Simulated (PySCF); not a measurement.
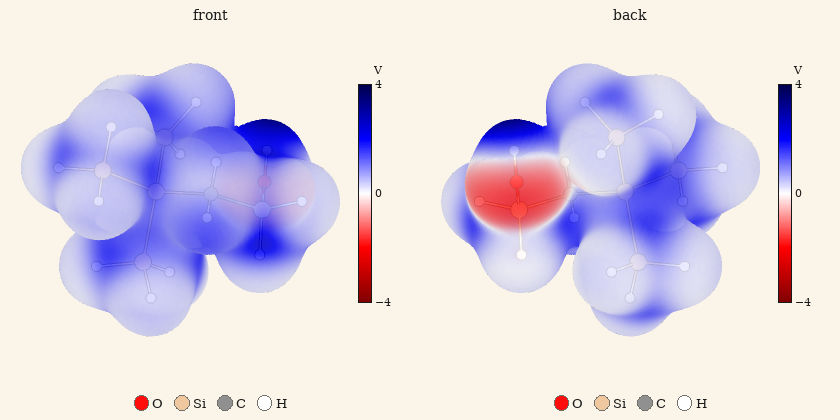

CH$_{14}$OSi$_{5}$ (SMILES O[SiH2]C[Si]([SiH3])([SiH3])[SiH3]). The electrostatic potential painted on the density surface at 0.004 e/bohr³, seen from the front and from behind; red is negative and blue positive.

Geometry: GFN2-xTB.

Level of theory: PySCF 2.14.0, PBE0/pcSseg-1, SCF density, gas phase, non-relativistic.

Input

```
{"job": {"kind": "nmr", "xc": "PBE0", "basis": "pcSseg-1"}, "charge": 0, "multiplicity": 1}
O      2.178150    -1.880192     0.466896
Si     2.566040    -0.372585    -0.009851
C      1.108134     0.455150    -0.900613
Si    -0.615955     0.288891    -0.042387
Si    -1.108162    -1.996929     0.082446
Si    -2.097681     1.404322    -1.475869
Si    -0.457959     1.295087     2.062167
H      1.954948    -2.567100    -0.153986
H      2.848421     0.262218     1.270152
H      3.734567    -0.407536    -0.898143
H      1.337301     1.513883    -1.027566
H      1.028677     0.050382    -1.912522
H     -0.488699    -2.788258    -0.994705
H     -2.550074    -2.236083    -0.050602
H     -0.704630    -2.643745     1.332175
H     -3.464174     1.383570    -0.947374
H     -1.769652     2.817129    -1.694103
H     -2.175119     0.812610    -2.816537
H     -1.796269     1.570050     2.599269
H      0.241803     2.584566     2.046212
H      0.221413     0.471512     3.064470
```

Run with:

```sh
OMP_NUM_THREADS=1 python probes_run.py task.json out
```

### Where is the surface potential most negative and most positive?

The most negative region (about −1.6 V, or −37 kcal/mol for a unit charge) lies over O1, the most positive (about +3.2 V, or +74 kcal/mol for a unit charge) over H8. O1 is the likeliest acceptor of a hydrogen bond.
